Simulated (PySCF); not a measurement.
# Si2H6O (disiloxane): levels of theory compared

Aim: a comparison of 6 runs (HF/STO-3G, HF/3-21G, B3LYP/6-31G*, B2PLYP/cc-pVDZ, wB97M-V/cc-pVDZ, SCS-MP2/cc-pVDZ) of Si2H6O (disiloxane). 

Program for the calculation: PySCF 2.14.0.

1 further run of the same task is left out (set aside as unsound or not needed).

### 1 The molecule

The species is Si2H6O (9 atoms), meant as a singlet with charge 0. SMILES: `[SiH3]O[SiH3]`. The shape is that of a PBE0-D4/def2-TZVP optimisation.

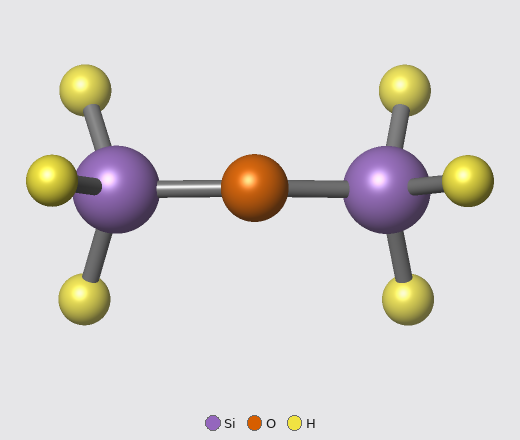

The structure, seen from a chosen angle (silicon purple, oxygen orange, hydrogen yellow).

### 2 A single-point energy at HF/STO-3G (run 1)

Input file job.py:

```python
from pyscf import gto, scf

mol = gto.Mole()
mol.atom = [
    ('Si', (-0.710290, 1.052660, -0.919520)),
    ('O', (0.425550, 0.090990, -0.245380)),
    ('Si', (0.775570, -1.038810, 0.881750)),
    ('H', (-1.787270, 0.226580, -1.525660)),
    ('H', (-0.060640, 1.872420, -1.970220)),
    ('H', (-1.306170, 1.942760, 0.111330)),
    ('H', (2.224270, -1.343130, 0.800010)),
    ('H', (-0.009310, -2.275600, 0.628780)),
    ('H', (0.448290, -0.527870, 2.238910)),
]
mol.charge = 0
mol.basis = 'sto-3g'
mol.verbose = 3
mol.max_memory = 1860
mol.build()

myscf = scf.RHF(mol)
myscf.conv_tol = 1e-10
myscf.kernel()
if not myscf.converged:
    myscf = myscf.newton().run(myscf.mo_coeff, myscf.mo_occ)

e_tot = myscf.e_tot
print('E = %.10f Eh' % e_tot)
```

Command:

```console
$ OMP_NUM_THREADS=1 python job.py
```

The log of the run:

```text
converged SCF energy = -648.563319435689
E = -648.5633194357 Eh
```

It took 0.99 s on 1 thread of AMD EPYC 7R43 (Zen 3), shared host; peak memory 0.096 GiB.

### 3 A single-point energy at HF/3-21G (run 2)

Input file run.py:

```python
from pyscf import gto

system = gto.M(
    atom='''
Si      -0.710290       1.052660      -0.919520
O        0.425550       0.090990      -0.245380
Si       0.775570      -1.038810       0.881750
H       -1.787270       0.226580      -1.525660
H       -0.060640       1.872420      -1.970220
H       -1.306170       1.942760       0.111330
H        2.224270      -1.343130       0.800010
H       -0.009310      -2.275600       0.628780
H        0.448290      -0.527870       2.238910
''',
    spin=0,
    max_memory=1860,
    verbose=4,
    basis='3-21g',
)

mf = system.RHF()
mf.conv_tol = 1e-10
mf.kernel()
if not mf.converged:
    mf = mf.newton().run(mf.mo_coeff, mf.mo_occ)

e_tot = mf.e_tot
print('E = %.10f Eh' % e_tot)
```

Command:

```console
$ OMP_NUM_THREADS=1 python run.py
```

The log of the run:

```text
PySCF version 2.14.0

[INPUT] num. atoms = 9
[INPUT] num. electrons = 42
[INPUT] charge = 0
[INPUT] spin (= nelec alpha-beta = 2S) = 0
[INPUT] symmetry False subgroup None
[INPUT] Mole.unit = angstrom
[INPUT] Symbol           X                Y                Z      unit          X                Y                Z       unit  Magmom
[INPUT]  1 Si    -0.710290000000   1.052660000000  -0.919520000000 AA   -1.342253569017   1.989239102285  -1.737640966060 Bohr   0.0
[INPUT]  2 O      0.425550000000   0.090990000000  -0.245380000000 AA    0.804172952309   0.171946180074  -0.463700996446 Bohr   0.0
[INPUT]  3 Si     0.775570000000  -1.038810000000   0.881750000000 AA    1.465614890429  -1.963066395459   1.666266010335 Bohr   0.0
[INPUT]  4 H     -1.787270000000   0.226580000000  -1.525660000000 AA   -3.377450810651   0.428174145304  -2.883079559204 Bohr   0.0
[INPUT]  5 H     -0.060640000000   1.872420000000  -1.970220000000 AA   -0.114592992194   3.538360990158  -3.723176205141 Bohr   0.0
[INPUT]  6 H     -1.306170000000   1.942760000000   0.111330000000 AA   -2.468303572123   3.671284325760   0.210383209448 Bohr   0.0
[INPUT]  7 H      2.224270000000  -1.343130000000   0.800010000000 AA    4.203261127086  -2.538147849687   1.511799796913 Bohr   0.0
[INPUT]  8 H     -0.009310000000  -2.275600000000   0.628780000000 AA   -0.017593350220  -4.300260769060   1.188221992604 Bohr   0.0
[INPUT]  9 H      0.448290000000  -0.527870000000   2.238910000000 AA    0.847145324381  -0.997529729374   4.230926717550 Bohr   0.0

nuclear repulsion = 159.419028989977
number of shells = 31
number of NR pGTOs = 87
number of NR cGTOs = 47
basis = 3-21g
ecp = {}

******** <class 'pyscf.scf.hf.RHF'> ********
method = RHF
initial guess = minao
damping factor = 0
level_shift factor = 0
DIIS = <class 'pyscf.scf.diis.CDIIS'>
diis_start_cycle = 1
diis_space = 8
diis_damp = 0
SCF conv_tol = 1e-10
SCF conv_tol_grad = None
SCF max_cycles = 50
direct_scf = True
direct_scf_tol = 1e-13
Set gradient conv threshold to 1e-05
Initial guess from minao.
init E= -652.261377894095
  HOMO = -0.356322231156216  LUMO = 0.0486442302618642  gap/eV = 11.01970
cycle= 1 E= -652.728108748819  delta_E= -0.467  |g|= 0.509  |ddm|= 2.39
  HOMO = -0.38568840740836  LUMO = 0.152026363781107  gap/eV = 14.63196
cycle= 2 E= -652.768310768046  delta_E= -0.0402  |g|= 0.303  |ddm|= 0.691
  HOMO = -0.440954190147819  LUMO = 0.143266131221413  gap/eV = 15.89744
cycle= 3 E= -652.784409301799  delta_E= -0.0161  |g|= 0.0362  |ddm|= 0.236
  HOMO = -0.434437912699984  LUMO = 0.15005464826904  gap/eV = 15.90485
cycle= 4 E= -652.784862503161  delta_E= -0.000453  |g|= 0.0031  |ddm|= 0.0709
  HOMO = -0.435516307274664  LUMO = 0.149188302624319  gap/eV = 15.91062
cycle= 5 E= -652.784867601576  delta_E= -5.1e-06  |g|= 0.000537  |ddm|= 0.00896
  HOMO = -0.435495581480676  LUMO = 0.149218008088658  gap/eV = 15.91087
cycle= 6 E= -652.784867800377  delta_E= -1.99e-07  |g|= 0.000129  |ddm|= 0.00155
  HOMO = -0.435499304371673  LUMO = 0.149222853506053  gap/eV = 15.91110
cycle= 7 E= -652.784867818164  delta_E= -1.78e-08  |g|= 2.63e-05  |ddm|= 0.000447
  HOMO = -0.435497784426161  LUMO = 0.149221783202173  gap/eV = 15.91103
cycle= 8 E= -652.784867818829  delta_E= -6.66e-10  |g|= 3.51e-06  |ddm|= 9.19e-05
  HOMO = -0.435497622261778  LUMO = 0.149221800114402  gap/eV = 15.91103
cycle= 9 E= -652.784867818838  delta_E= -8.3e-12  |g|= 6.48e-07  |ddm|= 1.05e-05
  HOMO = -0.435497573588846  LUMO = 0.149221773719848  gap/eV = 15.91102
Extra cycle  E= -652.784867818839  delta_E= -1.82e-12  |g|= 2.82e-07  |ddm|= 1.38e-06
converged SCF energy = -652.784867818839
E = -652.7848678188 Eh
```

It took 1.2 s on 1 thread of AMD EPYC 7R43 (Zen 3), shared host; peak memory 0.12 GiB.

Runs 3 to 5 aren't shown in full; the table further down has their settings and results.

### 4 A single-point energy at SCS-MP2/cc-pVDZ (run 6)

Input file calc.py:

```python
from pyscf import gto, scf, mp

system = gto.Mole()
system.atom = '''
Si    -1.342254     1.989239    -1.737641
O      0.804173     0.171946    -0.463701
Si     1.465615    -1.963066     1.666266
H     -3.377451     0.428174    -2.883080
H     -0.114593     3.538361    -3.723176
H     -2.468304     3.671284     0.210383
H      4.203261    -2.538148     1.511800
H     -0.017593    -4.300261     1.188222
H      0.847145    -0.997530     4.230927
'''
system.max_memory = 1860
system.verbose = 3
system.spin = 0
system.basis = 'cc-pvdz'
system.charge = 0
system.unit = 'bohr'
system.build()

mf = scf.RHF(system)
mf.conv_tol = 1e-10
mf.kernel()
if not mf.converged:
    mf = mf.newton().run(mf.mo_coeff, mf.mo_occ)

pt = mp.MP2(mf, frozen=11).run()
etot = mf.e_tot + 1.2 * pt.e_corr_os + pt.e_corr_ss / 3
print(f'total energy: {etot:.8f} hartree')
```

Command:

```console
$ OMP_NUM_THREADS=1 python calc.py
```

The log of the run:

```text
converged SCF energy = -656.285271528642
E(RMP2) = -656.673621457215  E_corr = -0.388349928572955
E(SCS-RMP2) = -656.684250861288  E_corr = -0.398979332645962
total energy: -656.68425086 hartree
```

It took 2.8 s on 1 thread of AMD EPYC 7R43 (Zen 3), shared host; peak memory 0.17 GiB.

### 5 The series

| run | level | integration grid | frozen core orbitals | energy (Eh) | dipole moment (D) of the reference | HOMO energy (eV) | LUMO energy (eV) | wall time |
| --- | --- | --- | --- | --- | --- | --- | --- | --- |
| 1 | HF/STO-3G | – | – | -648.563319 | 0.51 | -8.33 | 11.79 | 0.99 s |
| 2 | HF/3-21G | – | – | -652.784868 | 0.77 | -11.85 | 4.06 | 1.2 s |
| 3 | B3LYP/6-31G* (spherical functions) | 5 | – | -657.876255 | 0.41 | -8.31 | 0.04 | 13 s |
| 4 | B2PLYP/cc-pVDZ | 5 | 11 | -657.532966 | 0.40 | -9.90 | 1.51 | 17 s |
| 5 | wB97M-V/cc-pVDZ | 5 | – | -657.775300 | 0.36 | -10.81 | 2.11 | 1.7 min |
| 6 | SCS-MP2/cc-pVDZ | – | 11 | -656.684251 | 0.45 | -12.14 | 3.60 | 2.8 s |

### 6 What came out

| quantity | value |
| --- | --- |
| run 6: total energy | -656.68425 Eh |
| run 6: dipole moment (Hartree–Fock density) | 0.45 D |
| run 6: HOMO energy (Hartree–Fock orbitals) | -12.14 eV |
| run 6: LUMO energy (Hartree–Fock orbitals) | 3.60 eV |
| run 6: HOMO–LUMO gap (Hartree–Fock orbitals) | 15.75 eV |
| run 6: correlation energy (11 core orbitals frozen) | -399.0 mEh |

In words: Over runs 1, 2, 3, 4, 5 the dipole moment (its size) runs from 0.36 D (wB97M-V/cc-pVDZ) to 0.77 D (HF/3-21G). The two ends differ in method and basis. Over runs 1, 2, 3, 4, 5 the HOMO–LUMO gap runs from 8.35 eV (B3LYP/6-31G*) to 20.12 eV (HF/STO-3G). Totals of different functionals can't be ranked against each other. In run 1 the basis is minimal, so the values are rough. All runs together took 2.3 min, the longest 1.7 min.
